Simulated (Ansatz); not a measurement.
**AlV2C: response to strain**

The parent structure is AlV2C (space group P6_3/mmc, No. 194; a = 2.905 Å, c = 13.135 Å). Axes: x lies along a and z along c of the hexagonal cell.

Strains are applied to the cell and any free atomic positions relax; under biaxial strain the out-of-plane vector relaxes too.

Level of theory: PBE, PAW, 420 eV (Ansatz, a first-principles code; without spin-orbit coupling).

Notes on the quantities. pressure: mean of the normal stresses, compression positive.

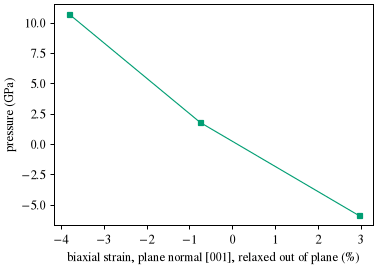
Fig. 1. Pressure against biaxial strain, plane normal [001], relaxed out of plane

| biaxial strain, plane normal [001], relaxed out of plane (%) | pressure |
|---|---|
| -3.82 | 10.7 GPa |
| -0.75 | 1.8 GPa |
| 2.95 | -5.9 GPa |

Without a gap, meshes like the base's 18×18×4 leave anisotropic stresses uncertain by several tenths of a GPa, and small strain energies with them. No phonon test of stability was made. Seeded moments were not kept for the base. The final runs are not spin-polarised.
